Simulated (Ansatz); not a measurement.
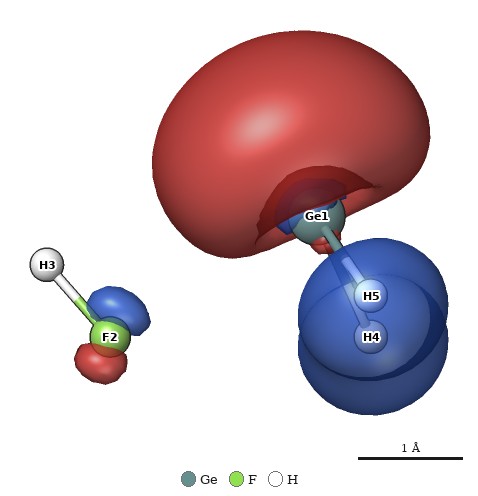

*GeH₂···HF. The HOMO at ±0.15 Å⁻³ᐟ² (blue and red are the two phases), seen from one side.*

All numbers below come from RKS r2SCAN/def2-SVP in Ansatz.

Input

```
crystal:
  periodic: [false, false, false]
  atoms:
    - { symbol: Ge, position_ang: [-0.052749, 0.0, -0.844238] }
    - { symbol: F, position_ang: [1.429885, 0.0, 1.608969] }
    - { symbol: H, position_ang: [2.0553, 0.0, 0.92457] }
    - { symbol: H, position_ang: [-1.058218, 1.136811, -0.379101] }
    - { symbol: H, position_ang: [-1.058218, -1.136811, -0.379101] }
basis:
  gaussian: { orbitals: def2-SVP }
hamiltonian:
  xc: r2scan
relax:
  f_tol: 0.03
  max_steps: 50
output:
  orbitals: {}
```

Run with:

```sh
ansatz run input.yaml --threads 1 --pin off --max-ram 2048MiB --backend cpu --events-out ev --progress --plain --runs-dir out
```

The fields are those of the run's last geometry, not of the input's.

> Where does this orbital lie, and at what energy?

By Hirshfeld shares it lies mainly on Ge1 (about 75 %), H4 (about 10 %) and H5 (about 10 %). Its energy is −5.52 eV.
